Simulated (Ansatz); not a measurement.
Base system: Co in the hcp (Mg type) structure (space group P6_3/mmc, No. 194; a = 2.457 Å, c = 3.969 Å; ferromagnetic).

Structures relaxed with Ansatz (a program for electronic structure) PBEsol, spin-orbit coupling left out.

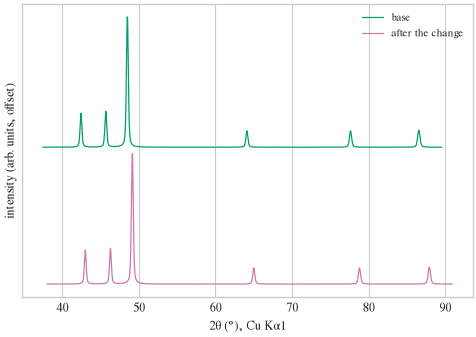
Fig. 1. Simulated powder patterns before (top) and after one change

Q: Name the change that was made.
(A) pressure −2 GPa
(B) pressure 3 GPa
(C) pressure −1 GPa
(D) pressure 10 GPa

A: D, pressure 10 GPa. Its volume per atom is 9.99 Å³ against 10.38 Å³, and its space group is P6_3/mmc (No. 194).

Other magnetic orders, which the real material may have, were not ruled out. Load acts through the strain it causes; cell and atoms are relaxed under it. No phonon test of stability was made. Competing high-pressure phases were not computed.
